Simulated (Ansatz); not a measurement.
# Calculations on H₄CO

Part 1: Relaxation

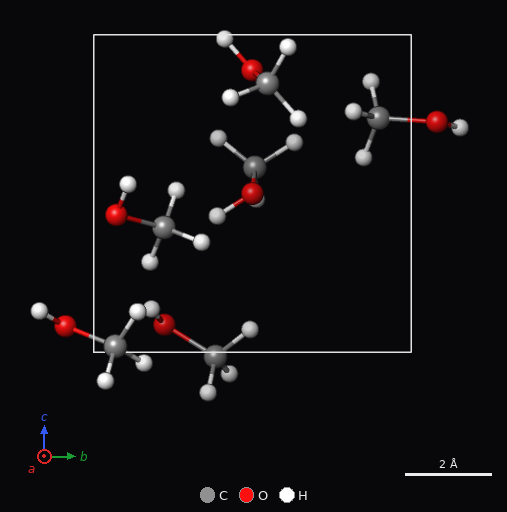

This is the input geometry for a relaxation of an amorphous cell of composition H$_{4}$CO. Style: ball-and-stick. Shown: the cell of the calculation (origin shifted), along the a axis.

The cell holds 6 CH3OH. The run prepares the start of a later molecular dynamics calculation, from a guessed geometry.

Theory: DFT PBE-D3(BJ), scalar-relativistic, plane waves, PAW in Ansatz.

The input:
```yaml
accuracy: low
crystal:
  lattice:
    - [7.380323, 0.0, 0.0]
    - [0.0, 7.380323, 0.0]
    - [0.0, 0.0, 7.380323]
  atoms:
    - { symbol: C, position: [0.6191141, 0.5114276, 0.235549] }
    - { symbol: O, position: [0.7932417, 0.5038887, 0.1531152] }
    - { symbol: H, position: [0.6159866, 0.6362516, 0.3143089] }
    - { symbol: H, position: [0.7984094, 0.3933066, 0.082271] }
    - { symbol: H, position: [0.5094723, 0.5160934, 0.1353512] }
    - { symbol: H, position: [0.5952329, 0.3970711, 0.3273912] }
    - { symbol: C, position: [0.7051602, 0.3876779, 0.6395191] }
    - { symbol: O, position: [0.6706002, 0.2267237, 0.739878] }
    - { symbol: H, position: [0.5749979, 0.4313688, 0.5852711] }
    - { symbol: H, position: [0.7853269, 0.185836, 0.7892744] }
    - { symbol: H, position: [0.7597452, 0.4965588, 0.7246549] }
    - { symbol: H, position: [0.7981914, 0.3644345, 0.5259954] }
    - { symbol: C, position: [0.2992358, 0.5515914, 0.5001651] }
    - { symbol: O, position: [0.1172322, 0.5033923, 0.5416873] }
    - { symbol: H, position: [0.2920396, 0.6486988, 0.3892041] }
    - { symbol: H, position: [0.1210931, 0.4167811, 0.6404679] }
    - { symbol: H, position: [0.3680422, 0.6161427, 0.6149758] }
    - { symbol: H, position: [0.3796833, 0.4348726, 0.4555826] }
    - { symbol: C, position: [0.2907383, 0.0719903, 0.671909] }
    - { symbol: O, position: [0.1986573, -0.085133, 0.7352015] }
    - { symbol: H, position: [0.186731, 0.1623814, 0.6189386] }
    - { symbol: H, position: [0.2894424, -0.167301, 0.7829564] }
    - { symbol: H, position: [0.3634615, 0.1423681, 0.7807253] }
    - { symbol: H, position: [0.3864743, 0.0410005, 0.5625612] }
    - { symbol: C, position: [0.1676408, 0.225074, 0.0464446] }
    - { symbol: O, position: [0.2825968, 0.0753287, 0.0856115] }
    - { symbol: H, position: [0.0779982, 0.1810941, -0.0622933] }
    - { symbol: H, position: [0.3635211, 0.1121905, 0.1823921] }
    - { symbol: H, position: [0.0844886, 0.2643429, 0.1631766] }
    - { symbol: H, position: [0.2437474, 0.343851, -0.0002727] }
    - { symbol: C, position: [0.8572498, 0.901596, 0.3911326] }
    - { symbol: O, position: [0.9131444, 1.0857262, 0.3791153] }
    - { symbol: H, position: [0.9800817, 0.8223209, 0.4116688] }
    - { symbol: H, position: [0.8051996, 1.1584279, 0.3607736] }
    - { symbol: H, position: [0.765969, 0.8777801, 0.5059511] }
    - { symbol: H, position: [0.7909884, 0.8545711, 0.2667108] }
basis:
  ecutwfc: 420.0
kpoints:
  mp_grid: { grid: [1, 1, 1] }
hamiltonian:
  xc: pbe
  dispersion: d3bj
scf:
  occupations: { method: fermi_dirac, width: 0.02 }
  lower_state_search: "off"
relax:
  f_tol: 0.3
  max_steps: 15
  adjacent_minimum: "off"
```

Run as
```bash
ansatz run input.yaml --threads 1 --pin off --max-ram 3072MiB --backend cpu --events-out ev --progress --plain --runs-dir out
```

**What does the optimiser find from here?**

The largest move is that of O2, 1.31 Å along −b. By element the largest moves are O 1.31 Å, H 1.22 Å, C 0.72 Å. The lattice vectors keep their values. Among the contacts that change: O2–H4 0.970 → 0.993 Å, C25–O26 1.423 → 1.440 Å, O20–H22 0.970 → 0.984 Å, C19–H24 1.097 → 1.109 Å. Among the angles between lasting bonds that change: O8–C7–H9 106.3° → 109.3°, O32–C31–H33 106.3° → 108.4°, O8–C7–H11 112.3° → 110.2°. After 10 geometry steps the energy has fallen by 44.6 meV per atom. The largest force component goes from 0.65 to 0.2 eV/Å.

The structure at the end:

```xyz
36
Lattice="7.3803 0.0000 0.0000 0.0000 7.3803 0.0000 0.0000 0.0000 7.3803" Properties=species:S:1:pos:R:3 pbc="T T T"
C     4.5831    3.1532    1.3816
O     5.7779    2.4087    1.1575
H     4.8040    3.9843    2.0666
H     5.7624    2.0866    0.2184
H     4.1901    3.5711    0.4416
H     3.8028    2.5217    1.8423
C     5.2908    3.1432    5.1453
O     5.6597    1.9181    5.7983
H     4.2185    3.3326    5.3049
H     6.0394    1.3409    5.0895
H     5.8747    3.9806    5.5512
H     5.4946    3.0764    4.0716
C     1.9426    4.3202    3.7045
O     0.6868    3.8078    4.1432
H     1.7363    4.9675    2.8418
H     0.8570    3.1107    4.7977
H     2.4407    4.9253    4.4790
H     2.6209    3.5148    3.3774
C     2.2768    0.5037    4.5253
O     1.4945    7.1020    5.4125
H     1.6322    0.7960    3.6818
H     1.8560    7.1981    6.3224
H     2.6658    1.4135    5.0150
H     3.1543    7.3258    4.1416
C     1.3598    1.6936    0.6650
O     1.9679    0.3881    0.6548
H     0.5781    1.6655    7.2775
H     2.6117    0.3369    1.3839
H     0.9008    1.9300    1.6320
H     2.0844    2.4807    0.3984
C     6.2168    6.8022    2.9946
O     6.5031    0.7810    3.3165
H     6.7945    6.1565    3.6694
H     6.2249    1.3422    2.5502
H     5.1401    6.5693    3.1262
H     6.5018    6.5746    1.9528
```

The end point in the same view:

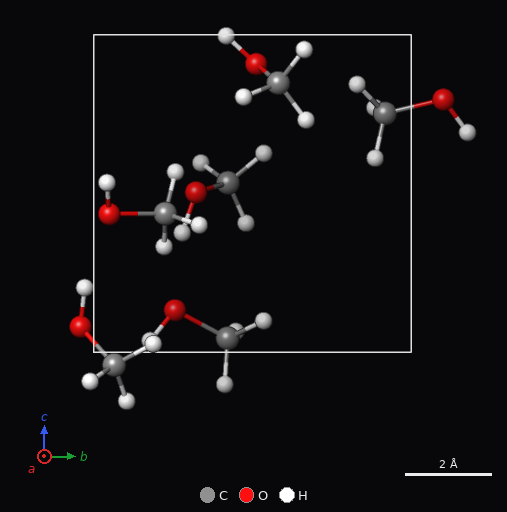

Limits of the set-up: the program's low-accuracy preset was used; the periodic images lie only 7.4 Å apart, so the values are limited by the cell's size.

Part 2: Dynamics

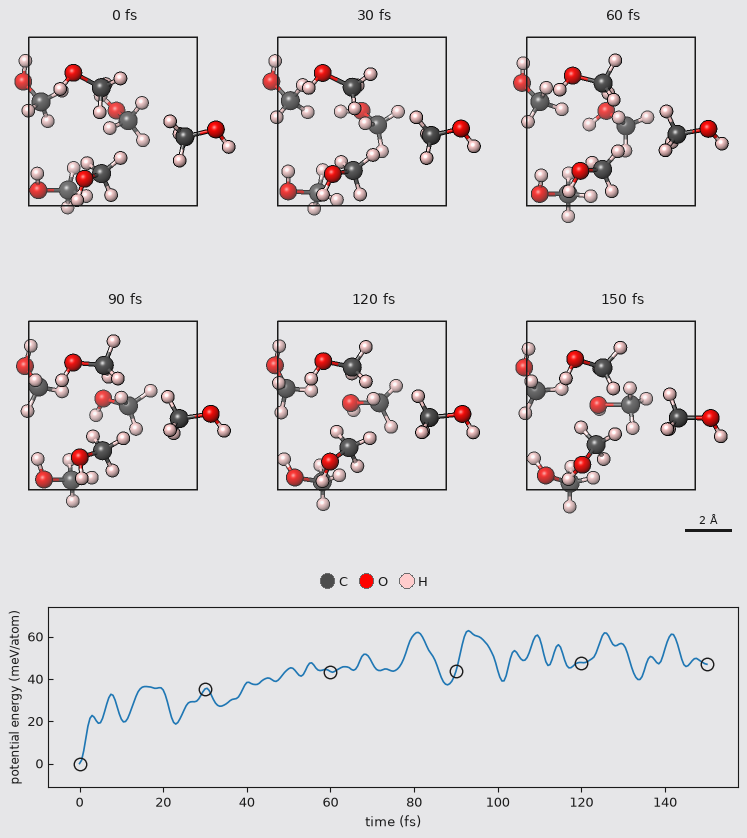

First-principles dynamics of a periodic cell with 6 CH3OH at 0.794 g/cm³, 150 fs long. Frames and the history of the run. A ball-and-stick model of the simulation cell, seen along the a axis. Atoms that leave the cell re-enter on the other side.

Computed with DFT PBE-D3(BJ), scalar-relativistic, plane waves, PAW (Ansatz 0.2.0). Run with plane-wave cutoff 420 eV; k-point mesh 1 × 1 × 1; Fermi-Dirac smearing 0.02 eV; low-accuracy preset; Langevin thermostat (NVT); set temperature 500 K; time step 0.5 fs; friction 0.02 per fs.

> Describe the run.

In the second half of the run the atoms are, in the root-mean-square, this far from where they began (common drift taken out): H 0.84 Å, O 0.47 Å, C 0.33 Å. The heavy atoms stay within a fraction of a molecule's size of their starting places, while the hydrogen atoms travel further, as molecules turn; so short a run doesn't tell a liquid from a solid. Over the second half the temperature averages 468 K (spread ±57 K). The potential energy in the second half lies on average 51.2 meV per atom above the first frame.

Limits of the set-up: the program's low-accuracy preset was used; the periodic images lie only 7.4 Å apart, so the values are limited by the cell's size.

Cost: 5.4 min on 1 thread of Intel(R) Xeon(R) 6975P-C (Granite Rapids) (shared host), peak memory 0.45 GiB.

Part 3: Dynamics

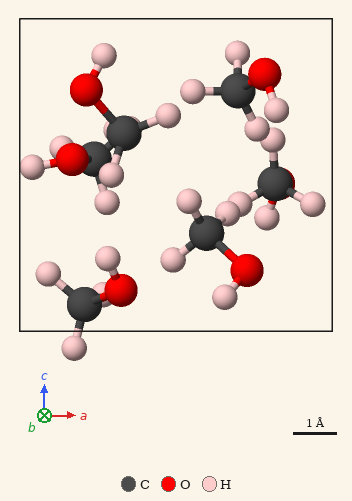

Starting frame of a dynamics run of a periodic cell with 6 CH3OH at 0.794 g/cm³. It starts from the last geometry of an earlier run, with fresh velocities. A ball-and-stick model of the simulation cell, seen along the b axis.

These are results of DFT PBE-D3(BJ), scalar-relativistic, plane waves, PAW (Ansatz), not measurements.

The input:
```yaml
accuracy: low
crystal:
  lattice:
    - [7.380323, 0.0, 0.0]
    - [0.0, 7.380323, 0.0]
    - [0.0, 0.0, 7.380323]
  atoms:
    - { symbol: C, position: [0.5936038, 0.43630283, 0.30989764] }
    - { symbol: O, position: [0.7230566, 0.35436614, 0.19088932] }
    - { symbol: H, position: [0.66093738, 0.54881928, 0.37254949] }
    - { symbol: H, position: [0.65193413, 0.27239754, 0.10518063] }
    - { symbol: H, position: [0.48631494, 0.48136883, 0.22440017] }
    - { symbol: H, position: [0.53741585, 0.34684615, 0.41210049] }
    - { symbol: C, position: [0.69378584, 0.47657236, 0.76583039] }
    - { symbol: O, position: [0.77966469, 0.31207393, 0.81844993] }
    - { symbol: H, position: [0.54957421, 0.45399496, 0.76333178] }
    - { symbol: H, position: [0.81721716, 0.25703593, 0.70302722] }
    - { symbol: H, position: [0.69233799, 0.58037073, 0.88542365] }
    - { symbol: H, position: [0.75506313, 0.53847571, 0.64339761] }
    - { symbol: C, position: [0.2335854, 0.64031538, 0.54709747] }
    - { symbol: O, position: [0.16352267, 0.44939082, 0.54560577] }
    - { symbol: H, position: [0.27494552, 0.65330566, 0.40839812] }
    - { symbol: H, position: [0.03590936, 0.45533774, 0.52099928] }
    - { symbol: H, position: [0.13084244, 0.73380561, 0.58203547] }
    - { symbol: H, position: [0.34656512, 0.63744315, 0.64490496] }
    - { symbol: C, position: [0.32932998, 0.08099906, 0.62990024] }
    - { symbol: O, position: [0.20871826, 0.00949425, 0.76823596] }
    - { symbol: H, position: [0.30401632, 0.23192667, 0.64040968] }
    - { symbol: H, position: [0.26533787, 0.03500302, 0.87830818] }
    - { symbol: H, position: [0.47105665, 0.05138453, 0.68638983] }
    - { symbol: H, position: [0.2890221, 0.01643796, 0.49597262] }
    - { symbol: C, position: [0.20266529, 0.28202662, 0.08185401] }
    - { symbol: O, position: [0.31995391, 0.13766008, 0.1271815] }
    - { symbol: H, position: [0.16988718, 0.27910899, -0.05780856] }
    - { symbol: H, position: [0.27721059, 0.06821891, 0.22859798] }
    - { symbol: H, position: [0.08708014, 0.2886735, 0.17939067] }
    - { symbol: H, position: [0.26385567, 0.4196232, 0.11356778] }
    - { symbol: C, position: [0.81292935, 0.92397202, 0.46861544] }
    - { symbol: O, position: [0.82404829, 1.11650003, 0.46819738] }
    - { symbol: H, position: [0.80526268, 0.87348689, 0.60827365] }
    - { symbol: H, position: [0.78647388, 1.1764473, 0.35936322] }
    - { symbol: H, position: [0.6993021, 0.86920759, 0.40271721] }
    - { symbol: H, position: [0.93324576, 0.85927374, 0.40228624] }
basis:
  ecutwfc: 420.0
kpoints:
  mp_grid: { grid: [1, 1, 1] }
hamiltonian:
  xc: pbe
  dispersion: d3bj
scf:
  occupations: { method: fermi_dirac, width: 0.02 }
  lower_state_search: "off"
md:
  timestep: 0.75
  n_steps: 400
  ensemble: nve
  temperature: 500.0
  initial_velocities: maxwell_boltzmann
  seed: 168467
```

Run as
```bash
ansatz run input.yaml --threads 1 --pin off --max-ram 3072MiB --backend cpu --events-out ev --progress --plain --runs-dir out
```

**Predict how the run goes.**

The mean temperature in the second half is 433 K (standard deviation 43 K). The potential energy in the second half lies on average 8.5 meV per atom above the first frame. Root-mean-square distances from the starting positions over the second half, with the common drift of all atoms taken out: H 1.68 Å, O 1.01 Å, C 0.89 Å. The molecules turn and drift from their places.

Along the run (each row but the first and the last is the mean over the interval that it begins):

| time (fs) | potential energy (meV/atom) | T (K) |
| --- | --- | --- |
| 0.0 | 0.0 | 500 |
| 37.5 | 7.0 | 445 |
| 75.0 | 5.7 | 455 |
| 112.5 | 8.1 | 436 |
| 150.0 | 12.0 | 405 |
| 187.5 | 10.4 | 418 |
| 225.0 | 8.4 | 434 |
| 262.5 | 3.5 | 473 |
| 300.0 | -2.4 | 521 |

The paths of the atoms:

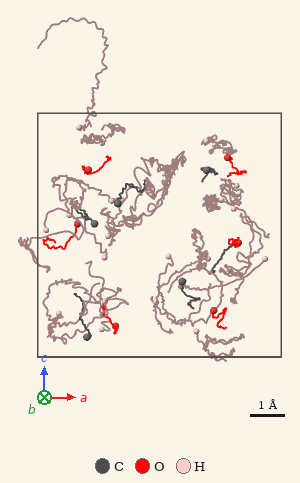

Limits of the set-up: the program's low-accuracy preset was used; the periodic images lie only 7.4 Å apart, so the values are limited by the cell's size.

Cost: 6.9 min on 1 thread of Intel(R) Xeon(R) 6975P-C (Granite Rapids) (shared host), peak memory 0.45 GiB.
